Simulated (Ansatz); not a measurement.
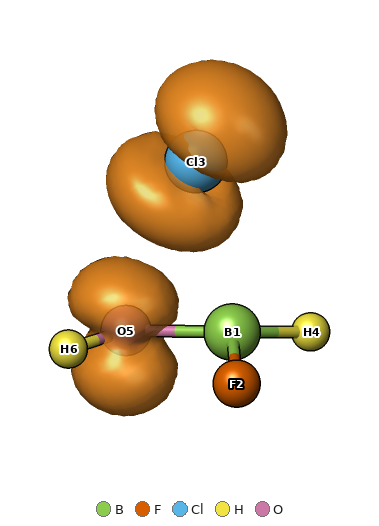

Figure 1: BFH$_{2}$O···Cl (doublet). Isosurface of the spin density at +0.04 e/Å³ (orange), seen across its widest extent.

Level of theory: Ansatz, UKS PBE-D4/6-31G*.

```yaml
atoms:
  - { symbol: B, position_ang: [-0.3508, -0.2046, 0.7622] }
  - { symbol: F, position_ang: [-0.3808, -1.5498, 0.6732] }
  - { symbol: Cl, position_ang: [1.6324, 0.4894, 0.3737] }
  - { symbol: H, position_ang: [-1.0483, 0.4711, 0.0528] }
  - { symbol: O, position_ang: [-0.0843, 0.3504, 2.0738] }
  - { symbol: H, position_ang: [0.2976, -0.3576, 2.6465] }
```

### Which atoms carry the spin?

The unpaired spin (1 electron) lies mostly on Cl3 (about 0.6) and O5 (about 0.4), in electrons by Hirshfeld's partition.
